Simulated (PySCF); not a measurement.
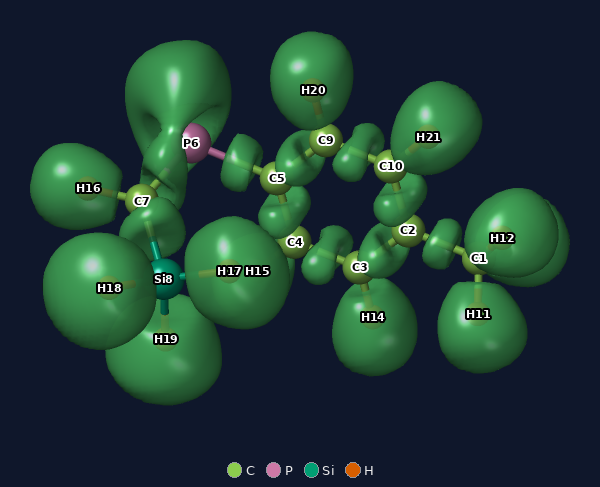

The picture shows: C8H11PSi. Isosurface of the ELF at 0.75 (green), seen across its widest extent. Only the valence region is drawn (cores and ρ < 0.01 e/Å³ removed).

Geometry: GFN2-xTB.

Theory: PBE0/pcSseg-1, SCF density, gas phase, non-relativistic (PySCF 2.14.0).

```xyz
21

C    -3.2106    0.8705    0.6498
C    -1.9421    0.2044    0.2121
C    -1.0687    0.8456   -0.6592
C     0.1001    0.2347   -1.0685
C     0.4261   -1.0367   -0.6087
P     1.9676   -1.8696   -1.1405
C     3.1498   -0.8321   -0.5622
Si    3.0435    0.7297    0.4808
C    -0.4610   -1.6966    0.2343
C    -1.6244   -1.0762    0.6480
H    -3.0829    1.9493    0.7026
H    -3.5258    0.5036    1.6239
H    -4.0073    0.6605   -0.0646
H    -1.3078    1.8371   -1.0176
H     0.7697    0.7435   -1.7480
H     4.1562   -1.1634   -0.7998
H     1.8930    0.6849    1.3844
H     4.2844    0.8030    1.2582
H     2.9527    1.9110   -0.3845
H    -0.2254   -2.6938    0.5809
H    -2.2960   -1.5926    1.3197
```

Q: Identify the bonds, lone pairs and shells in this picture.

A: The ELF exceeds this value in seven regions between bonded C–C atoms (shared pairs), one region between bonded C–P atoms (shared pairs), one region between bonded C–Si atoms (shared pairs), eleven regions around hydrogen nuclei and one region on P in which the atom's valence shell and bonds are merged.

Values along the shortest contacts:
C–C (1.38 Å): the ELF peaks at about 0.95 between the atoms; localised, covalent bonding. C–P (1.68 Å): the ELF peaks at about 0.90 between the atoms; localised, covalent bonding.
